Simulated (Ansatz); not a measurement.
## TiAl, response to strain

Consider TiAl (space group P4/mmm, No. 123; relaxed with 0.1 eV smearing).

```
TiAl
1.0
    2.82407     0.00000     0.00000
    0.00000     2.82407     0.00000
    0.00000     0.00000     4.07475
Ti Al
1 1
Direct
  0.00000   0.00000   0.00000
  0.50000   0.50000   0.50000
```

Cartesian axes are those of the cell as printed.

Strains are applied to the cell and any free atomic positions relax; under biaxial strain the out-of-plane vector relaxes too.

Method: Ansatz (a first-principles code), PBE, PAW, cutoff 420 eV, spin-orbit coupling left out.

Notes on the quantities. in-plane stress: mean in-plane stress (compression positive).

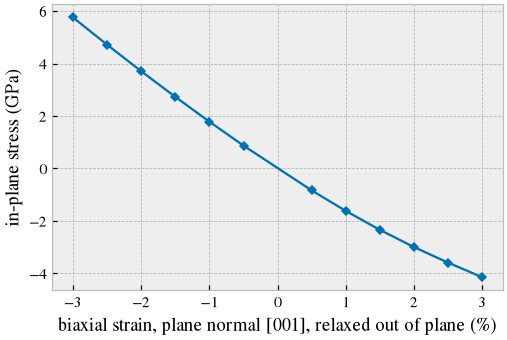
Fig. 1. in-plane stress against biaxial strain, plane normal [001], relaxed out of plane

```tsv
biaxial strain, plane normal [001], relaxed out of plane (%)	in-plane stress
-3	+5.8 GPa
-2.5	+4.7 GPa
-2	+3.7 GPa
-1.5	+2.7 GPa
-1	+1.8 GPa
-0.5	+0.9 GPa
0.5	-0.8 GPa
1	-1.6 GPa
1.5	-2.3 GPa
2	-3.0 GPa
2.5	-3.6 GPa
3	-4.2 GPa
```

Whether these cells are dynamically stable was not tested. All final runs are without spin polarisation.
